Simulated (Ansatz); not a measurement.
**Run report: C2H5ClOSi, nudged elastic band (part 2 of 2)**

C2H5ClOSi; UKS PBE0-D4/def2-SVP (Ansatz 0.2.0). The run did not end well. It belongs to a series of runs on one base structure; here: band between the two ends.

Geometry of the input (Å):
```
C  -0.6885  1.2526  0.1095
Si -0.2439  -0.4448  -0.5070
Cl 0.4528  -0.3991  -2.4625
C  1.1613  -1.1519  0.6079
O  1.0967  -0.9802  1.8010
H  0.1281  1.9631  -0.0877
H  -1.6069  1.6300  -0.3631
H  -0.8424  1.1944  1.1989
H  -1.3947  -1.3920  -0.4506
H  2.0204  -1.7231  0.1567
```

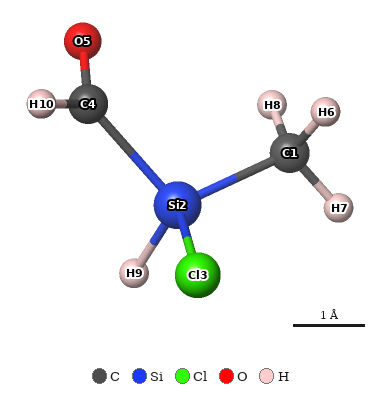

Fig. 1: The starting structure (ball-and-stick view, seen at a tilt; atoms are numbered from 1 in the order of the input).

```
Unfinished report: {"positions_ang":[[-0.6558807559888684,1.2345788429659943,0.1192278812596184],[-0.31860571947646005,-0.43077017610635604,-0.6477150608244899],[0.2258644040485095,-0.2421625988136834,-2.6351147899363263],[1.1322935282078774,-1.2915100397795667,0.27442113955946945],[1.33669895230876,-0.931094203131503,1.5212848744592915],[0.15448068871530574,1.9388294978672191,-0.12037978341860393],[-1.607445938076839,1.6613399062800127,-0.23103242576724242],[-0.6994445067569812,1.1181427939997874,1.2144544457976596],[-1.4872349512284777,-1.356505213505463,-0.5682561719811858],[2.0023722982471757,-1.7519488097764413,1.0760098808518104]],"unchecked":["starts","cluster_reference","orbital_swaps","neighbouring_geometries","increment"],"mean_field":{"relativity":"none","state":{"energy":{"ev":-24578.31078563678,"hartree":-903.2362615947419},"converged":true,"gradient_ev":5.568803511441684e-6,"stability":{"kind":"minimum","curvature_ev":0.6403767515876944},"curvature_floor_ev":0.00030000000000000003,"spin_squared":0.14174625278202058},"others":[],"fillings":{"estimated":0,"unestimated":0,"tried":0,"untried":0,"excluded_magnetic_sites":0},"n_dropped_functions":0,"n_trapped_functions":0,"passes":{"evaluations":7,"products":54},"factors":{"origin":"Cholesky decomposition","count":1090,"bound_ev":0.0010563346092667064},"gradient_stop_ev":0.00001921130254763083,"reference_kind":"stationary","functional":{"name":"PBE0","citations":["Adamo & Barone, J. Chem. Phys. 110, 6158 (1999) doi:10.1063/1.478522","Perdew, Burke & Ernzerhof, Phys. Rev. Lett. 77, 3865 (1996) doi:10.1103/PhysRevLett.77.3865"],"text":"name \"PBE0\"\ncite \"Adamo & Barone, J. Chem. Phys. 110, 6158 (1999) doi:10.1063/1.478522\"\ncite \"Perdew, Burke & Ernzerhof, Phys. Rev. Lett. 77, 3865 (1996) doi:10.1103/PhysRevLett.77.3865\"\nparent pbe\nparameter a = 0.25\nparameter kappa = 0.804\nparameter beta = 0.06672455060314922\nexchange = (1 - a)*pbe_x(kappa = kappa, mu = beta*pi^2/3) + a*exact_x\ncorrelation = pbe_c(beta = beta)\n","parameters":{"a":{"value":0.25,"default":0.25},"beta":{"value":0.06672455060314922,"default":0.06672455060314922},"kappa":{"value":0.804,"default":0.804}},"final_grid":{"core_spheres":13.0,"valence_spheres":11.0,"degree":36.0},"final_grid_parameter_source":"default","radial_points_factor":1.0,"radial_grid_error_ev":3.235511906987185e-7,"grid_sensitivity":"normal","grid_sensitivity_ratio":0.001870803151768979},"unsmoothed_excess_ev":-0.000025283118557197756,"symmetry":{"irreps":["A"],"axes":[[0.9998356508842929,-0.01617629327668545,-0.008185276819319885],[0.016160608323383573,0.999867450819224,-0.0019787700434354427],[0.008216201032132789,0.001846165781633117,0.9999645422276262]],"occupied":[{"A":28},{"A":28}]},"held":{"pivots":1089,"left_out":0,"joined":1},"density_repulsion":{"missed_ev":0.000022177776955926064,"excess_ev":7.861154004869057e-8,"most_excess_ev":0.0001512,"are_drawn_again":false,"n_first_factors":1090,"energy_change_ev":0.0,"n_dropped_ends":0}},"factors":{"origin":"Cholesky decomposition","count":1090,"bound_ev":0.0010563346092667064},"n_frozen":0,"n_occupied":[28,28],"n_virtual":[75,75],"reference":{"ev":-24578.31078563678,"hartree":-903.2362615947419},"dispersion":{"energy":{"ev":-0.19372941877643518,"hartree":-0.007119424825517602},"switches_in_reach":[]},"total":{"ev":-24578.504515055556,"hartree":-903.2433810195674},"forces_ev_per_angstrom":[[-0.024932499844401497,-0.0037304028062234663,0.0024916217166114276],[-0.016998881446166743,0.0145220271729173,0.009615178936014114],[0.002409935433743938,-0.0033215805960275227,-0.006469605595336204],[0.034069284380983944,-0.02678791736910124,0.05146045439735042],[-0.00913183793470025,0.007494335677969522,-0.037762655488603816],[0.006219735887604696,0.0004449356485292876,-0.0014731271224910066],[0.007859807556658403,0.0014092556585508396,0.00501659052036955],[0.003786560068440203,0.003256245259977101,-0.00013512132218041883],[0.004559305461924833,0.0023963723118973334,-0.011535521733673964],[-0.007841409559767011,0.004316729045731353,-0.011207814310202785]],"charge_distribution":{"dipole_moment_e_ang":[-0.12224542034367313,0.11673708471112781,0.25986641321423226],"mulliken_charges_e":[-0.3588513648494933,0.603448024720306,-0.26507093726718267,-0.24601191730834948,-0.22490766642799542,0.09332475250515604,0.09324281130054524,0.09406825098258964,-0.04983701388957806,0.2605950602339796],"lowdin_charges_e":[-0.13420733075994562,0.11521337469800308,0.07172852031271759,-0.17569409787672718,0.09595662934562554,0.028694036582636362,0.026508618417988572,0.03074468787062279,-0.07028308519147863,0.011338646600523306]},"n_threads":2,"memory_gib":2.556818182580173,"seconds":{"hamiltonian":11.258338329,"orbitals":0.0,"second_order":0.0,"solver_start":0.0,"cycles":0.0,"cycle":0.0,"perturbative":0.0,"full_ci_increment":0.0,"forces":0.0}}
this run last wrote the band of iteration 30 to [file]
Error: NEB band did not converge after 30 iterations: max|band force component| = 1.85e-1 eV/Å (threshold 5.0e-2); raise `neb.max_iterations` in a new run, which can start from the last band evaluated (`neb.initial_path`, with `crystal.atoms` and `neb.final_atoms` set to its first and last images), add images, or start from endpoints closer to local minima. Where this run's directory can be resumed (`checkpoint.write`), a resume goes on for up to `neb.max_iterations` more; to start a new run from the last band, take its images' positions from the `neb_iteration` event of iteration 30 (`data.images[].positions_ang`), in the event stream of the run that computed that iteration (not this run's, if it was resumed behind it). With `checkpoint.write`, `steps/00-neb/state/checkpoint.json` in the run directory holds the last saved band, under `neb.evaluated.images[].positions_ang` (a band under a hybrid functional on support functions is neither saved nor resumed: `neb.initial_path` says where its path is): check the last entry of `neb.iterations` there, which is earlier than 30 if that iteration was not saved or its write failed. If the band's step has no `state` directory and holds `state.next`, a write was cut short, and the file is under `state.next` instead (behind a loss of power it can be under `state.prev`)
this run wrote the band of iteration 30 to [file] as well, whether or not its events were kept: a new run's `neb.initial_path` can list its `images[].positions_ang`
a run's events are kept only if it was started with --events-out <file>, and are in that file
```

## The last band as extended XYZ (Å, eV, eV/Å)
```
10
Properties=species:S:1:pos:R:3:forces:R:3 image=0 energy=-24582.25501
C    -0.6885    1.2526    0.1095    0.0000   0.0015   0.0025
Si   -0.2439   -0.4448   -0.5070   -0.0014  -0.0010  -0.0001
Cl    0.4528   -0.3991   -2.4625   -0.0015   0.0006  -0.0002
C     1.1613   -1.1519    0.6079    0.0062  -0.0075   0.0057
O     1.0967   -0.9802    1.8010   -0.0008   0.0005  -0.0091
H     0.1281    1.9631   -0.0877   -0.0005  -0.0006   0.0001
H    -1.6069    1.6300   -0.3631    0.0008   0.0009   0.0006
H    -0.8424    1.1944    1.1989   -0.0006  -0.0005  -0.0039
H    -1.3947   -1.3920   -0.4506    0.0014   0.0011   0.0004
H     2.0204   -1.7231    0.1567   -0.0037   0.0050   0.0039
10
Properties=species:S:1:pos:R:3:forces:R:3 image=1 energy=-24581.83635
C    -0.6586    1.2035    0.1211    0.0092  -0.0731  -0.0109
Si   -0.2426   -0.4665   -0.6147    0.2595  -0.1147   0.1750
Cl    0.2628   -0.2527   -2.6174    0.1075  -0.0958   0.0547
C     1.1928   -1.1806    0.5529    0.1980   0.3384   1.2828
O     1.1149   -0.7068    1.6664   -0.8985   0.8364   0.3951
H     0.1243    1.9398   -0.1138    0.0367  -0.0192   0.0037
H    -1.6210    1.5971   -0.2475    0.0930  -0.1422  -0.0560
H    -0.7157    1.0992    1.2150    0.0351  -0.0180  -0.0022
H    -1.4179   -1.3923   -0.5597    0.1723  -0.0386   0.0558
H     2.0441   -1.8918    0.6006   -0.0127  -0.6732  -1.8980
10
Properties=species:S:1:pos:R:3:forces:R:3 image=2 energy=-24578.50449
C    -0.6559    1.2346    0.1192   -0.0249  -0.0037   0.0025
Si   -0.3186   -0.4308   -0.6477   -0.0170   0.0145   0.0096
Cl    0.2259   -0.2422   -2.6351    0.0024  -0.0033  -0.0065
C     1.1323   -1.2915    0.2744    0.0341  -0.0268   0.0515
O     1.3367   -0.9311    1.5213   -0.0091   0.0075  -0.0378
H     0.1545    1.9388   -0.1204    0.0062   0.0004  -0.0015
H    -1.6074    1.6613   -0.2310    0.0079   0.0014   0.0050
H    -0.6994    1.1181    1.2145    0.0038   0.0033  -0.0001
H    -1.4872   -1.3565   -0.5683    0.0046   0.0024  -0.0115
H     2.0024   -1.7519    1.0760   -0.0078   0.0043  -0.0112
10
Properties=species:S:1:pos:R:3:forces:R:3 image=3 energy=-24579.79057
C    -0.6537    1.2559    0.1022    0.0041  -0.0015   0.0047
Si   -0.2996   -0.4096   -0.6711   -0.0035   0.0090   0.0145
Cl   -0.0116   -0.1818   -2.7109   -0.0137   0.0076  -0.0076
C     1.3312   -1.1229    0.0217    0.0250  -0.0035  -0.0031
O     1.2376   -1.3376    1.3130   -0.0239  -0.0159  -0.0303
H     0.1694    1.9565   -0.1044    0.0007  -0.0001   0.0013
H    -1.5851    1.6903   -0.2909    0.0015  -0.0003  -0.0098
H    -0.7507    1.1428    1.1940   -0.0037   0.0008  -0.0063
H    -1.4390   -1.3612   -0.4890    0.0119  -0.0034   0.0133
H     2.0848   -1.6835    1.6382    0.0016   0.0074   0.0233
10
Properties=species:S:1:pos:R:3:forces:R:3 image=4 energy=-24579.79270
C    -0.7018    1.2884    0.0849    0.0216  -0.0104   0.0162
Si   -0.3418   -0.4238   -0.5801   -0.0443   0.0026  -0.0367
Cl   -0.1466   -0.3466   -2.6439    0.0169  -0.0040  -0.0164
C     1.3869   -0.8846    0.0705    0.0195   0.0147   0.0800
O     1.3703   -1.5450    1.2001    0.0115   0.0208  -0.0914
H     0.2361    1.8541    0.1963   -0.0124   0.0198  -0.0305
H    -1.3628    1.8446   -0.5976   -0.0151  -0.0289   0.0352
H    -1.1857    1.2149    1.0719    0.0054   0.0248  -0.0130
H    -1.4583   -1.3789   -0.2958    0.0128   0.0027   0.0256
H     2.2868   -1.6742    1.4965   -0.0158  -0.0422   0.0309
10
Properties=species:S:1:pos:R:3:forces:R:3 image=5 energy=-24579.79091
C    -0.6688    1.2360    0.1126    0.0034   0.0017   0.0037
Si   -0.3371   -0.4409   -0.6461   -0.0090  -0.0037  -0.0052
Cl   -0.0559   -0.2134   -2.6886    0.0091   0.0043  -0.0015
C     1.2183   -1.3399    0.0046   -0.0070  -0.0137  -0.0008
O     1.4182   -1.0833    1.2749    0.0060   0.0145  -0.0020
H     0.2083    1.8908   -0.0018   -0.0003   0.0010  -0.0064
H    -1.5284    1.7249   -0.3703   -0.0049  -0.0057   0.0074
H    -0.8829    1.1277    1.1875    0.0104  -0.0043   0.0037
H    -1.4864   -1.3768   -0.4503   -0.0043   0.0016  -0.0048
H     2.1978   -1.5763    1.5803   -0.0035   0.0042   0.0059
10
Properties=species:S:1:pos:R:3:forces:R:3 image=6 energy=-24579.80231
C    -0.6992    1.2112    0.1478    0.0064   0.0013  -0.0020
Si   -0.4492   -0.4962   -0.5708   -0.0066  -0.0119   0.0004
Cl    0.1968   -0.3246   -2.5423    0.0034   0.0045  -0.0022
C     0.9124   -1.5659    0.2411    0.0015   0.0054   0.0068
O     1.6893   -0.8510    1.0168   -0.0120  -0.0065  -0.0084
H     0.2552    1.7585    0.1665    0.0019   0.0028   0.0016
H    -1.4241    1.7916   -0.4429   -0.0024   0.0008  -0.0025
H    -1.0740    1.1369    1.1811   -0.0014  -0.0026   0.0017
H    -1.7104   -1.2902   -0.5763    0.0019   0.0036   0.0031
H     2.3863   -1.4213    1.3819    0.0074   0.0027   0.0014
```

## What the run reported

| quantity | value |
| --- | --- |
| outcome | not converged |
| barrier, forward (band not converged) | 3.751 eV |
| barrier, backward | 1.298 eV |
| hardware | 2 threads of Intel Xeon @ 2.50GHz (Skylake/Cascade Lake), 189 GiB of memory available, shared host |
| wall time | 27 min (CPU time 49 min) |
| peak memory | 0.37 GiB |

## Diagnosis

The run did not converge: “NEB band did not converge after 30 iterations: max|band force component| = 1.85e-1 eV/Å (threshold 5.0e-2); raise `neb.max_iterations` in a new run, which can start from the last band evaluated (`neb.initial_path`, with `crystal.atoms` and `neb.final_atoms` set to its first and last images), add images, or start from endpoints closer to local minima …” Its last values are not results.
